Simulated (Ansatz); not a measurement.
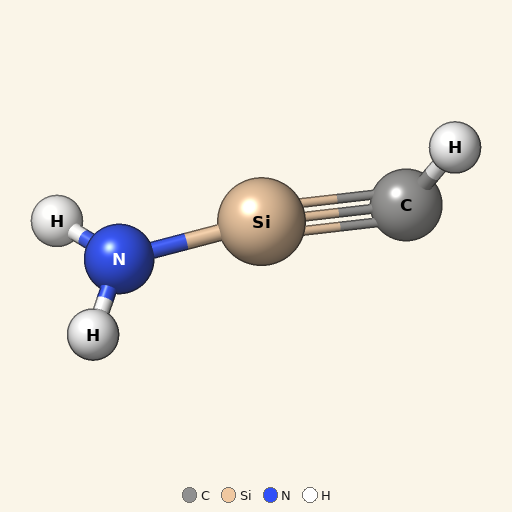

Starting geometry of the run.

The calculation was set up as follows.

```yaml
crystal:
  periodic: [false, false, false]
  atoms:
    - {symbol: C, position_ang: [-1.277900, -1.394100, -0.827700]}
    - {symbol: Si, position_ang: [-0.283900, -0.199400, -0.104200]}
    - {symbol: N, position_ang: [0.950800, 0.824800, 0.427700]}
    - {symbol: H, position_ang: [-2.331700, -1.294900, -0.640700]}
    - {symbol: H, position_ang: [1.389600, 1.484100, -0.153800]}
    - {symbol: H, position_ang: [1.539300, 0.565100, 1.228900]}
basis:
  gaussian: {orbitals: def2-TZVPP}
hamiltonian: {xc: r2scan, dispersion: d4}
output: {forces: true}
```

What the program printed:

```
Functional definition: r2SCAN
  name "r2SCAN"
  cite "Furness, Kaplan, Ning, Perdew & Sun, J. Phys. Chem. Lett. 11, 8208 (2020) doi:10.1021/acs.jpclett.0c02405"
  cite "Furness, Kaplan, Ning, Perdew & Sun, J. Phys. Chem. Lett. 11, 9248 (2020) doi:10.1021/acs.jpclett.0c03077"
  parent r2scan
  parameter k0 = 0.174
  parameter k1 = 0.065
  parameter a1 = 4.9479
  exchange = r2scan_x(k0 = k0, k1 = k1, a1 = a1)
  correlation = r2scan_c
800 factors; their error is unknown
mean field evaluation 1: about -10427.4480 eV, gradient 9.4e1 eV
mean field evaluation 2: about -10366.6059 eV, gradient 1.3e2 eV
mean field evaluation 4: about -10447.8018 eV, gradient 2.1e1 eV
mean field evaluation 8: about -10448.7279 eV, gradient 1.5e-1 eV
mean field evaluation 16: about -10448.7104 eV, gradient 3.9e-3 eV
mean field -10448.71038656 eV, -383.9830243157 hartree, gradient 4.8e-6 eV, S^2 0.000000; 0 other end points of the search recorded, 0 dependent functions left out
the calculation of the forces begins
reference -10448.71039638 eV, -383.9830246768 hartree; 15, 15 occupied and 131, 131 virtual orbitals, 800 factors
Total energy: -10448.73215414 eV, -383.9838242596 hartree
Atom 0 at    -1.277900    -1.394100    -0.827700 Å, force     2.057044     1.024614     0.460215 eV/Å
Atom 1 at    -0.283900    -0.199400    -0.104200 Å, force    -1.690016    -0.702098    -0.322633 eV/Å
Atom 2 at     0.950800     0.824800     0.427700 Å, force     0.219410    -1.426554     1.135017 eV/Å
Atom 3 at    -2.331700    -1.294900    -0.640700 Å, force    -0.685941     0.001731     0.093794 eV/Å
Atom 4 at     1.389600     1.484100    -0.153800 Å, force     0.541870     0.893008    -0.796086 eV/Å
Atom 5 at     1.539300     0.565100     1.228900 Å, force    -0.442367     0.209299    -0.570308 eV/Å
Dipole moment:     0.648255     0.634475     0.366815 e Å
```
